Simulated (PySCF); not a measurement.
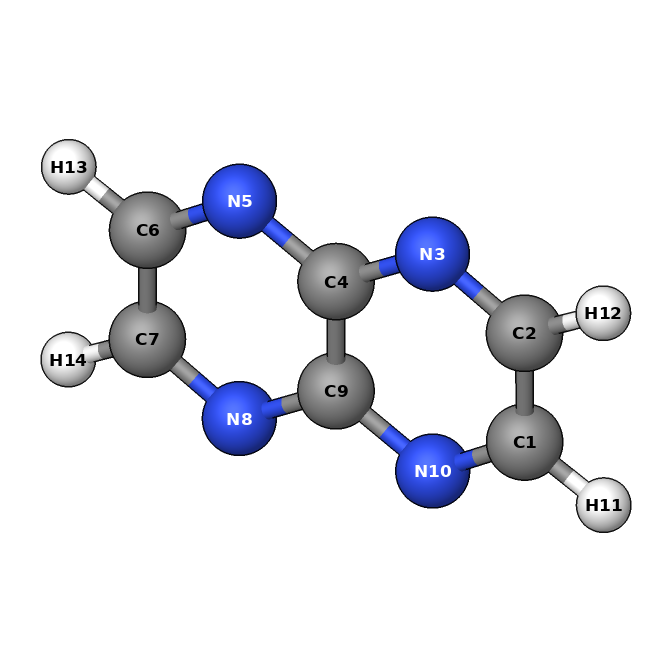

Every bond is drawn as one stick. The computed structure is the end point of a PBE0-D3(BJ)/def2-TZVP optimisation. No frequency run is at hand to confirm it as a minimum. Method: PBE0/pcSseg-2 (PySCF 2.14.0).

List the Mayer bond orders of C4–C9, C1–C2, C1–N10, C1–H11, N3–C4 (one bond of each equivalent set).

```json
{"bond": "C4–C9", "Mayer order": "1.18", "length (Å)": "1.420"}
{"bond": "C1–C2", "Mayer order": "1.16", "length (Å)": "1.416"}
{"bond": "C1–N10", "Mayer order": "1.67", "length (Å)": "1.304"}
{"bond": "C1–H11", "Mayer order": "1.03", "length (Å)": "1.087"}
{"bond": "N3–C4", "Mayer order": "1.35", "length (Å)": "1.350"}
```
